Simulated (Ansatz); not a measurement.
## Electronic structure of Cl$_{2}$GeH$_{4}$Si in real space

Input

```
basis:
  gaussian:
    orbitals: def2-TZVPD
crystal:
  periodic: [false, false, false]
  atoms:
    - {symbol: Cl, position_ang: [2.339189, 0.051801, -0.531019]}
    - {symbol: Cl, position_ang: [-3.051217, 0.600529, 0.016115]}
    - {symbol: Ge, position_ang: [-0.979312, 1.310049, 0.172877]}
    - {symbol: Si, position_ang: [0.331765, -0.513804, -0.635117]}
    - {symbol: H, position_ang: [-0.016016, -0.815056, -2.048646]}
    - {symbol: H, position_ang: [0.121111, -1.717629, 0.211165]}
    - {symbol: H, position_ang: [-0.720235, 1.645807, 1.653932]}
    - {symbol: H, position_ang: [-0.863232, 2.581230, -0.689683]}
hamiltonian:
  xc: {name: PBE0}
output: {forces: true, orbitals: {seedname: orbitals}}
```

Run with:

```sh
ansatz run input.yaml --threads 2 --pin off --max-ram 4350MiB --events-out events.jsonl --progress --plain --runs-dir runs
```

Geometry: B3LYP-D3(BJ)/def2-SVP.

The calculation used Ansatz 0.2.0, isolated molecule in a Gaussian basis; Kohn-Sham density functional theory, functional PBE0.

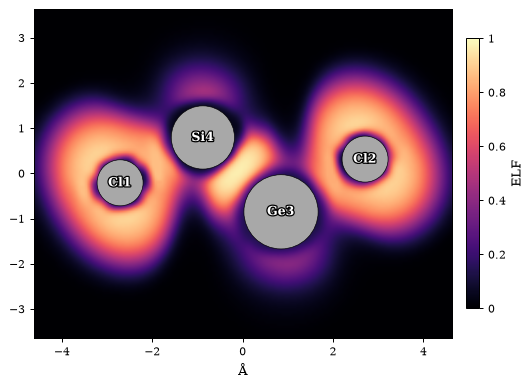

Figure 1. Electron localisation function on the plane of atoms Cl2, Ge3 and Si4. Grey discs cover the atomic cores.

What does the map show?

- The plane passes through Cl, Ge and Si nuclei.
- Si–Cl (2.09 Å): the ELF peaks at about 0.85 between the atoms; a shared but strongly polarised pair.
- Ge–Cl (2.20 Å): the ELF peaks at about 0.85 in the valence shell of Cl, 0.9 Å from its nucleus, and is about 0.70 at the midpoint.
- Si–Ge (2.39 Å): the ELF peaks at about 0.95 between the atoms (localised, covalent bonding).
- The ELF also peaks beside Cl1 and Cl2, away from the bonds: lone-pair regions.

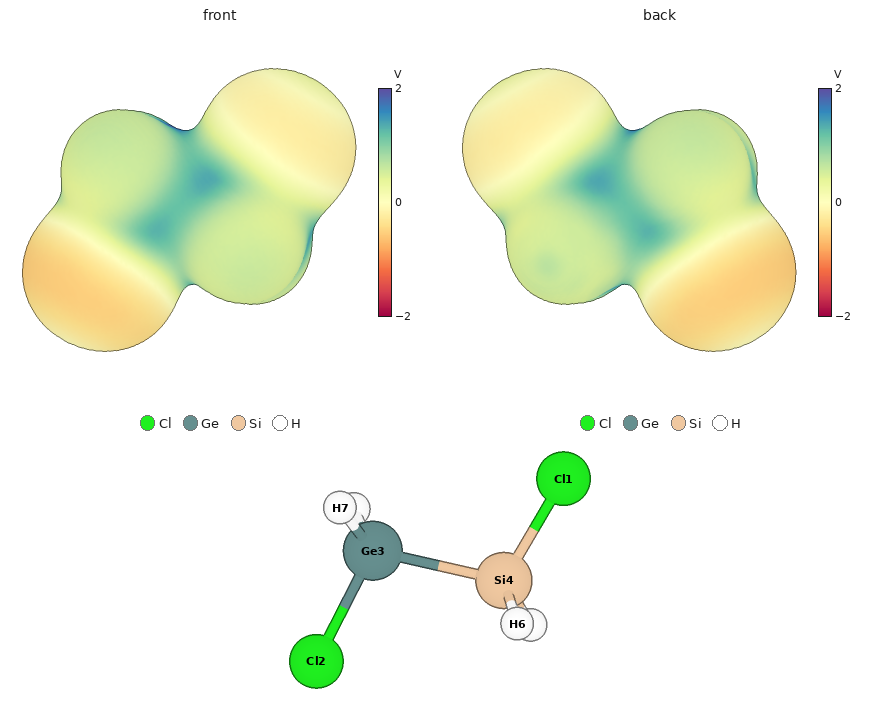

Figure 2. The electrostatic potential painted on the density surface at 0.002 e/bohr³, seen from the front and from behind; the colour scale runs from red (negative) to blue (positive). The bare structure is drawn below in the same view.

Which sites attract a positive test charge, and which a negative one?

A positive charge is drawn to the negative regions and a negative charge to the positive ones. The most negative region (about −0.5 V, or −12 kcal/mol for a unit charge) lies over Cl2, the most positive (about +1.8 V, or +42 kcal/mol for a unit charge) over Ge3. Cl1 shows a σ-hole: about +0.3 V, or +7 kcal/mol for a unit charge at the tip opposite its bond, against about −0.1 V on its flanks.

What dipole moment does the calculation give?

Its dipole moment is 0.82 D.

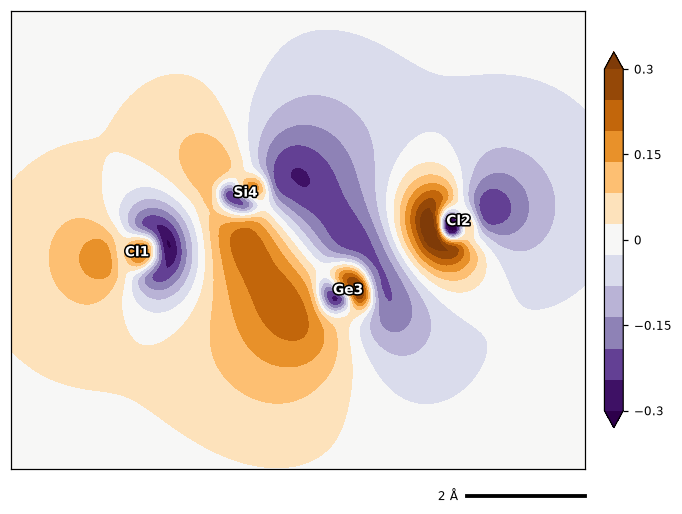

Figure 3. The LUMO on the plane of atoms Cl2, Ge3 and Si4 (values in Å⁻³ᐟ²; the overall sign is arbitrary).

Where does this orbital lie, and at what energy?

It lies mainly on Ge3 (about 30 %), Si4 (about 25 %), Cl2 (about 20 %) and Cl1 (about 15 %). Its energy is −1.37 eV.

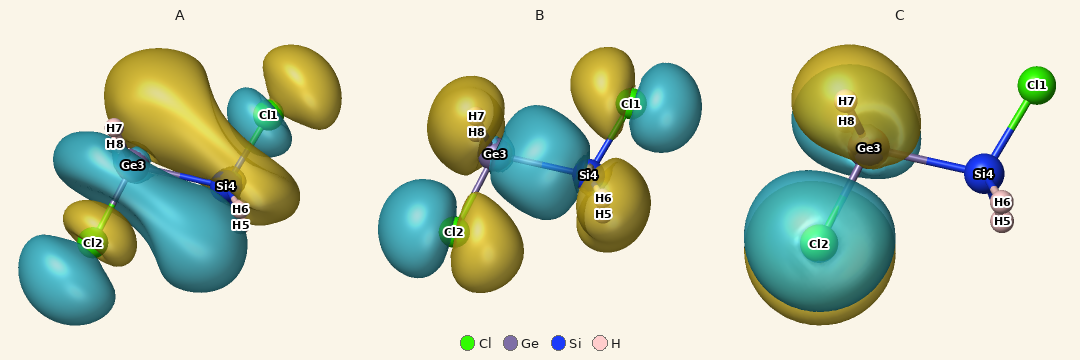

Figure 4. Three frontier orbitals at ±0.05 Å⁻³ᐟ² (yellow and cyan are the two phases), in no order.

Order the three orbitals by energy and name them.

C is the HOMO−1 (−8.91 eV). Its weight (Hirshfeld) is mainly on Cl2 (about 75 %), Ge3 (about 10 %), H7 (about 5 %) and H8 (about 5 %); largely a lone pair of Cl2. B is the HOMO (−8.21 eV). It lies mainly on Cl2 (about 30 %), Ge3 (about 20 %), Si4 (about 20 %) and Cl1 (about 15 %). A is the LUMO (−1.37 eV). Its weight (Hirshfeld) is mainly on Ge3 (about 30 %), Si4 (about 25 %), Cl2 (about 20 %) and Cl1 (about 15 %).

What is the HOMO–LUMO gap?

6.84 eV between the orbital energies.
